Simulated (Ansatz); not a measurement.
The starting structures come from a database of crystals and need not be the phases stable at ambient conditions.

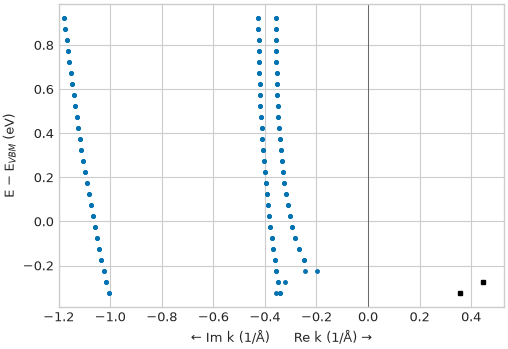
Figure. Complex bands at the centre of the two-dimensional zone; Ansatz (a quantum-chemistry and plane-wave program) with PBEsol

No gap correction and no spin-orbit coupling; mid-gap values are interpolated between computed energies.

Task: This is CuRhO2 (R-3m, not sure to be the ambient phase, 4 atoms a cell, 11.7 Å³ an atom, -4 GPa at this level) along the normal of (001). Read off the slowest decay at the centre of the two-dimensional zone at 0.33 eV, the computed energy nearest the middle of the gap.

Result: κ ≈ 0.34 1/Å, a decay length 1/(2κ) of the density of 1.5 Å.
